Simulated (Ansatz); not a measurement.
Given this structure, the geometry relaxed with DFT PBE, scalar-relativistic, plane waves, PAW in Ansatz 0.2.0; the starting structure was generated, so it need not be a known form of this composition, written in its standard cell:

```
CELL_PARAMETERS angstrom
2.86050 0.00000 0.00000
-1.43025 2.47727 0.00000
0.00000 0.00000 4.99040
ATOMIC_POSITIONS crystal
Na 0.33333 0.66667 0.50000
Cu 0.00000 0.00000 0.00000
```

Predict the [100] zone-axis pattern (200 kV, kinematic, B = 0.8 Å²).

Answer. The spots form a rectangular net whose two shortest vectors correspond to d = 4.99 Å and 2.48 Å, 90.0° apart. They are 0 0 1 and 0 1 0. The pattern has symmetry 2mm. No reflection of this zone is absent.

Strongest reflections with d > 0.80 Å, one of each family (|F|² from tabulated Gaussian fits of the electron scattering factors, times a small damping for the curvature of the Ewald sphere):

```csv
hkl,d (Å),I (strongest = 100)
0 0 2,2.495,100
0 1 1,2.219,64
0 1 0,2.477,34
0 1 3,1.381,25
0 0 4,1.248,25
0 1 2,1.758,19
```

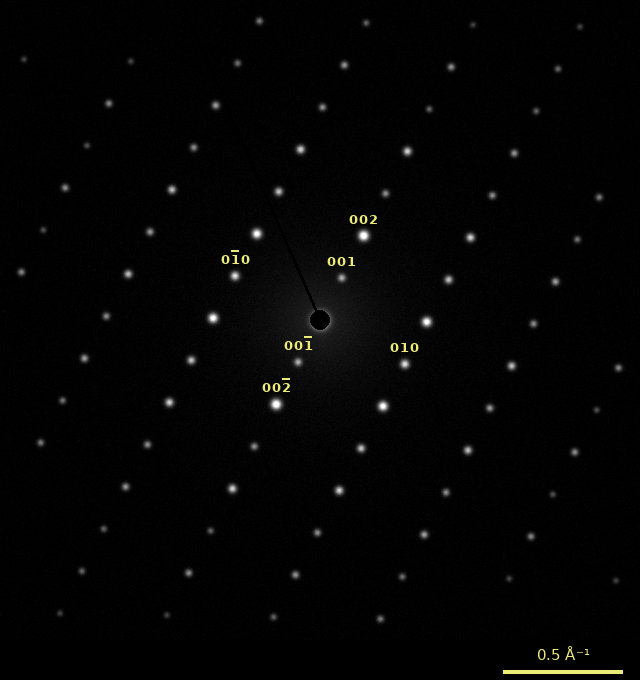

Calculated pattern, seen from the source side with [100] pointing towards the source.
